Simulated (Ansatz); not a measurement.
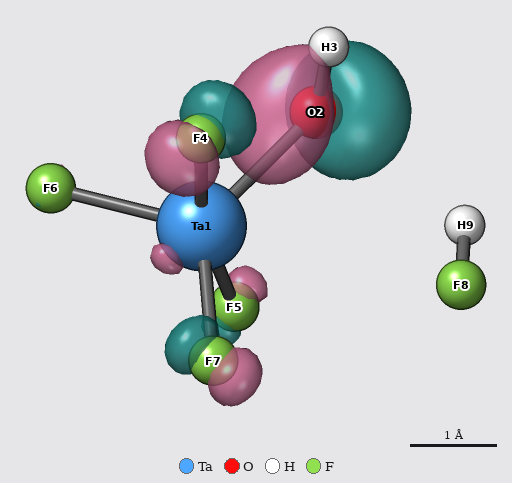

Figure 1: F₄HOTa···HF. The HOMO−1 at ±0.2 Å⁻³ᐟ² (teal and pink are the two phases), seen across its widest extent.

Core potentials replace the inner electrons of Ta; not at a stationary point (largest force 1.2 eV/Å).

Method: Ansatz, RKS PBE-D4/def2-SVP.

```xyz
9

Ta   -0.0330    0.1267    0.0664
O     1.9414    0.0803    0.2753
H     2.2740    0.3821    1.1439
F    -0.0524    0.5726    1.9191
F     0.2748   -0.5494   -1.6737
F    -0.6839    1.7868   -0.4836
F    -1.3836   -1.1389    0.3751
F     1.3183   -2.6262    0.6515
H     2.0543   -2.1199    0.3757
```

Where does this orbital lie, and at what energy?

Answer. It lies mainly on O2 (about 65 %), F4 (about 15 %) and Ta1 (about 10 %). Its energy is −8.90 eV.
